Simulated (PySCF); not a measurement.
**One shape, several levels: GeH3ClO3 (SMILES [OH][Ge]([OH])([OH])[Cl])**

Aim: a comparison of 5 runs (HF/STO-3G, HF/3-21G, HF/6-311G**, PBE0/3-21G, TPSS/3-21G) of GeH3ClO3. 

The results are computed with PySCF 2.14.0.

## (1) The system as given

The species is GeH3ClO3 (8 atoms), meant as a singlet with charge 0. SMILES: `[OH][Ge]([OH])([OH])[Cl]`. The shape is that of a PBE0-D4/def2-TZVP optimisation. This is one conformer, not always the lowest.

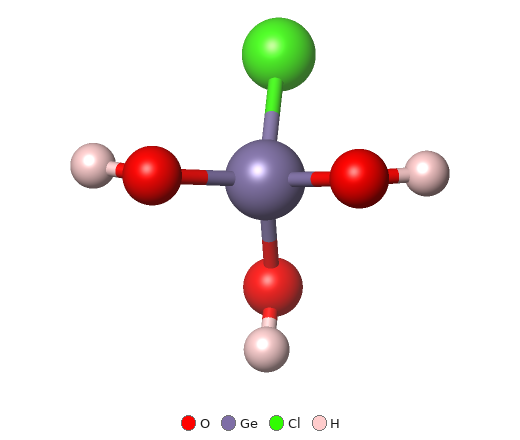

The structure, seen from a chosen angle (oxygen red, germanium purple, chlorine green, hydrogen pink).

## (2) Energy and gradient at HF/STO-3G (run 1)

File geometry.xyz:

```xyz
8

O     -0.914300     1.183400     0.837500
Ge     0.080000     0.137900    -0.149900
O      1.550100    -0.008600     0.784700
O     -0.676600    -1.414900    -0.479500
Cl     0.430800     0.952000    -2.084900
H     -1.715900     1.463100     0.387900
H      2.238400    -0.488500     0.316800
H     -0.900400    -1.881300     0.331400
```

File job.py:

```python
from pyscf import gto, scf

mol = gto.M(
    atom='geometry.xyz',
    basis='sto-3g',
    charge=0,
    verbose=3,
    spin=0,
    max_memory=1860,
)

myscf = scf.RHF(mol)
myscf.conv_tol = 1e-10
myscf.kernel()
if not myscf.converged:
    myscf = myscf.newton().run(myscf.mo_coeff, myscf.mo_occ)

e_final = myscf.e_tot
print('E(%s) = %.9f' % ('HF', e_final))
grad = myscf.nuc_grad_method().kernel()
myscf.analyze()
```

Run with:

```console
$ OMP_NUM_THREADS=1 python job.py
```

The log of the run:

```text
converged SCF energy = -2729.70526593415
E(HF) = -2729.705265934
--------------- RHF gradients ---------------
         x                y                z
0 O    -0.0395059650     0.0222337518    -0.0016320953
1 Ge     0.0068340716     0.0156100047    -0.0338230056
2 O     0.0414770019    -0.0182419530    -0.0028462656
3 O    -0.0169900084    -0.0350835983     0.0251880474
4 Cl    -0.0012326910    -0.0027444929     0.0054975433
5 H     0.0228235673    -0.0058869592     0.0170304487
6 H    -0.0177896664     0.0149571964     0.0174806940
7 H     0.0043836901     0.0091560505    -0.0268953669
----------------------------------------------
**** MO energy ****
MO #1   energy= -400.674544760026  occ= 2
MO #2   energy= -103.640859055705  occ= 2
MO #3   energy= -50.5147824764923  occ= 2
MO #4   energy= -45.5791877608304  occ= 2
MO #5   energy= -45.5786470564737  occ= 2
MO #6   energy= -45.5783306909165  occ= 2
MO #7   energy= -20.2270098900072  occ= 2
MO #8   energy= -20.226819155709   occ= 2
MO #9   energy= -20.218180553765   occ= 2
MO #10  energy= -10.3341722730179  occ= 2
MO #11  energy= -7.77777039484058  occ= 2
MO #12  energy= -7.77259467973766  occ= 2
MO #13  energy= -7.77243275318388  occ= 2
MO #14  energy= -6.60032506860115  occ= 2
MO #15  energy= -4.64379084329585  occ= 2
MO #16  energy= -4.64160881838519  occ= 2
MO #17  energy= -4.64018875888409  occ= 2
MO #18  energy= -1.28915377783187  occ= 2
MO #19  energy= -1.26363318395145  occ= 2
MO #20  energy= -1.26071796038503  occ= 2
MO #21  energy= -1.01226494199461  occ= 2
MO #22  energy= -0.784102503820762 occ= 2
MO #23  energy= -0.783541418756725 occ= 2
MO #24  energy= -0.781426551751313 occ= 2
MO #25  energy= -0.780955114119025 occ= 2
MO #26  energy= -0.778389610944642 occ= 2
MO #27  energy= -0.673401579465904 occ= 2
MO #28  energy= -0.613001070758335 occ= 2
MO #29  energy= -0.550548069790534 occ= 2
MO #30  energy= -0.506930247911606 occ= 2
MO #31  energy= -0.47849451769229  occ= 2
MO #32  energy= -0.478122382421955 occ= 2
MO #33  energy= -0.403401583185656 occ= 2
MO #34  energy= -0.401956374016224 occ= 2
MO #35  energy= -0.393544341960395 occ= 2
MO #36  energy= -0.381752517378917 occ= 2
MO #37  energy= -0.375245811645792 occ= 2
MO #38  energy= -0.363850028852536 occ= 2
MO #39  energy= 0.303127731482394  occ= 0
MO #40  energy= 0.417139102470303  occ= 0
MO #41  energy= 0.452545321859419  occ= 0
MO #42  energy= 0.46506229911357   occ= 0
MO #43  energy= 0.671496716030743  occ= 0
MO #44  energy= 0.687684242451184  occ= 0
MO #45  energy= 0.727436890099006  occ= 0
 ** Mulliken atomic charges  **
charge of    0O =     -0.34884
charge of    1Ge =      0.98306
charge of    2O =     -0.34871
charge of    3O =     -0.36068
charge of    4Cl =     -0.32842
charge of    5H =      0.13636
charge of    6H =      0.13621
charge of    7H =      0.13103
Dipole moment(X, Y, Z, Debye): -0.72070, -1.51969,  1.44515
```

It took 4.2 s on 1 thread of Intel Xeon at 2.70GHz, shared host; peak memory 0.12 GiB.

## (3) Energy and forces at HF/3-21G (run 2)

File input.py:

```python
import pyscf.grad
from pyscf import gto

molecule = gto.Mole()
molecule.atom = '''
O     -0.914300     1.183400     0.837500
Ge     0.080000     0.137900    -0.149900
O      1.550100    -0.008600     0.784700
O     -0.676600    -1.414900    -0.479500
Cl     0.430800     0.952000    -2.084900
H     -1.715900     1.463100     0.387900
H      2.238400    -0.488500     0.316800
H     -0.900400    -1.881300     0.331400
'''
molecule.charge = 0
molecule.verbose = 4
molecule.max_memory = 1860
molecule.basis = '3-21g'
molecule.build()

hf = molecule.RHF()
hf.conv_tol = 1e-10
hf.kernel()
if not hf.converged:
    hf = hf.newton().run(hf.mo_coeff, hf.mo_occ)

energy = hf.e_tot
print('Final energy', energy)
grad = hf.Gradients().kernel()
hf.analyze()
```

Run with:

```console
$ OMP_NUM_THREADS=1 python input.py
```

The log of the run:

```text
PySCF version 2.14.0

[... 77 lines left out ...]
Nuclear Repulsion Energy =             522.101940972582156
[... 10 lines left out ...]
MO #5   energy= -46.091812160044   occ= 2
[... 8 lines left out ...]
MO #14  energy= -7.28599324517351  occ= 2
[... 8 lines left out ...]
MO #23  energy= -1.37621190583385  occ= 2
[... 8 lines left out ...]
MO #32  energy= -0.581510924990077 occ= 2
[... 8 lines left out ...]
MO #41  energy= 0.209398090812525  occ= 0
[... 8 lines left out ...]
MO #50  energy= 0.774669684730876  occ= 0
[... 8 lines left out ...]
MO #59  energy= 1.82039900057191   occ= 0
[... 8 lines left out ...]
MO #68  energy= 3.26438992169025   occ= 0
[... 79 lines left out ...]
Dipole moment(X, Y, Z, Debye): -0.90583, -1.85798,  0.83087
```

It took 6 s on 1 thread of Intel Xeon at 2.70GHz, shared host; peak memory 0.14 GiB.

Runs 3 to 4 aren't shown in full; the table further down has their settings and results.

## (4) Energy and forces at TPSS/3-21G (run 5)

File run.py:

```python
import pyscf.grad
from pyscf import gto, dft

mol = gto.M(
    atom='''
O       -0.914300       1.183400       0.837500
Ge       0.080000       0.137900      -0.149900
O        1.550100      -0.008600       0.784700
O       -0.676600      -1.414900      -0.479500
Cl       0.430800       0.952000      -2.084900
H       -1.715900       1.463100       0.387900
H        2.238400      -0.488500       0.316800
H       -0.900400      -1.881300       0.331400
''',
    verbose=4,
    basis='3-21g',
    max_memory=1860,
)

mf = dft.RKS(mol)
mf.xc = 'tpss'
mf.grids.level = 5
mf.conv_tol = 1e-10
mf.kernel()
if not mf.converged:
    mf = mf.newton().run(mf.mo_coeff, mf.mo_occ)

etot = mf.e_tot
print('E = %.10f Eh' % etot)
grad = mf.Gradients().kernel()
mf.analyze()
```

Run with:

```console
$ OMP_NUM_THREADS=1 python run.py
```

The log of the run:

```text
PySCF version 2.14.0

[... 97 lines left out ...]
Nuclear Repulsion Energy =             522.101940972582156
[... 10 lines left out ...]
MO #5   energy= -43.5753068768177  occ= 2
[... 8 lines left out ...]
MO #14  energy= -6.06046490588035  occ= 2
[... 8 lines left out ...]
MO #23  energy= -0.970545829894381 occ= 2
[... 8 lines left out ...]
MO #32  energy= -0.34047329533014  occ= 2
[... 8 lines left out ...]
MO #41  energy= 0.0528899896777015 occ= 0
[... 8 lines left out ...]
MO #50  energy= 0.551317635567667  occ= 0
[... 8 lines left out ...]
MO #59  energy= 1.41673649940871   occ= 0
[... 8 lines left out ...]
MO #68  energy= 2.85326654698793   occ= 0
[... 79 lines left out ...]
Dipole moment(X, Y, Z, Debye): -0.85773, -1.77855,  1.09164
```

It took 51 s on 1 thread of Intel Xeon at 2.70GHz, shared host; peak memory 0.68 GiB.

## (5) All runs side by side

```csv
run,level,integration grid,energy (Eh),dipole moment (D),HOMO energy (eV),LUMO energy (eV),wall time
1,HF/STO-3G,–,-2729.705266,2.22,-9.90,8.25,4.2 s
2,HF/3-21G,–,-2747.890775,2.23,-13.10,3.43,6 s
3,HF/6-311G**,–,-2761.354661,1.49,-13.04,2.88,44 s
4,PBE0/3-21G,5,-2750.647753,2.22,-8.83,-0.50,24 s
5,TPSS/3-21G,5,-2751.271280,2.26,-7.08,-1.28,51 s
```

## (6) Summary of results

```
                       quantity           value
            run 5: total energy  -2751.27128 Eh
           run 5: dipole moment          2.26 D
             run 5: HOMO energy        -7.08 eV
             run 5: LUMO energy        -1.28 eV
           run 5: HOMO–LUMO gap         5.80 eV
run 5: largest force on an atom      1.953 eV/Å
```

**Reading.** The dipole moment (its size) runs from 1.49 D (HF/6-311G**) to 2.26 D (TPSS/3-21G). The two ends differ in method and basis. The HOMO–LUMO gap runs from 5.80 eV (TPSS/3-21G) to 18.15 eV (HF/STO-3G). Totals of different functionals can't be ranked against each other. In run 1 the basis is minimal, so the values are rough. All runs together took 2.1 min, the longest 51 s.
